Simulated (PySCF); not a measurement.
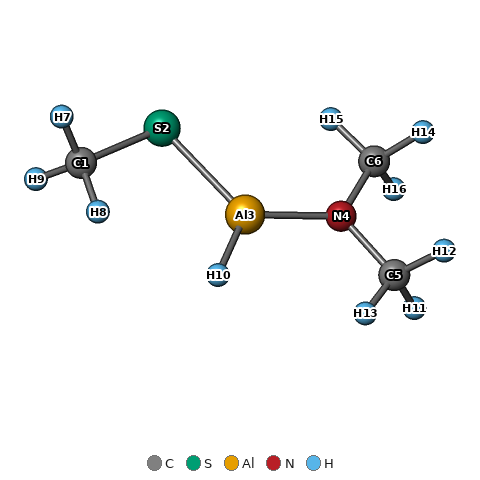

Geometry used (C₃H₁₀AlNS, SMILES C[S][AlH][N](C)C, singlet).

Kohn-Sham orbital energies near the frontier, PBE0/def2-SVPD with PySCF 2.14.0, at a GFN2-xTB geometry (no frequency check), isolated molecule; empty levels in grey, levels within 0.03 eV side by side.

Q: Where do the frontier orbitals lie?

A: HOMO at −6.33 eV, LUMO at −0.41 eV, 5.91 eV apart.

Q: List the levels with the atoms that carry most of them (a dash for levels above zero or within 0.03 eV of another, where shares mean little).

A:
| orbital | energy (eV) | Löwdin shares |
| --- | --- | --- |
| LUMO+1 | 0.12 | – |
| LUMO | −0.41 | Al3 49 %, S2 20 %, H10 14 % |
| HOMO | −6.33 | N4 48 %, S2 15 %, C5/C6 8 % each |
| HOMO−1 | −7.10 | S2 59 %, Al3 11 %, C1 9 % |
| HOMO−2 | −8.04 | S2 60 %, Al3 16 %, C1 9 % |

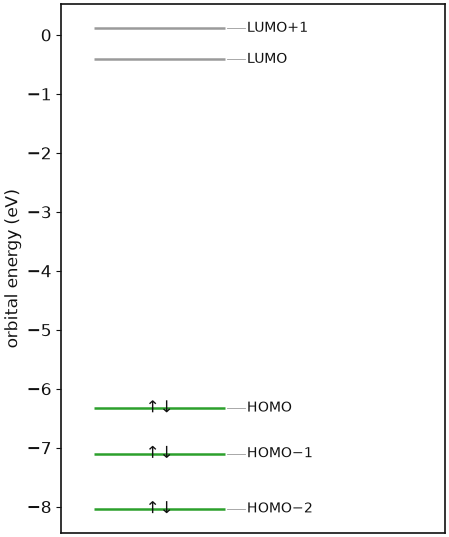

Known limits of this run: the tight-binding geometry is rougher than a DFT one and adds to the error; one conformer of a flexible molecule; empty levels above zero depend strongly on the basis.
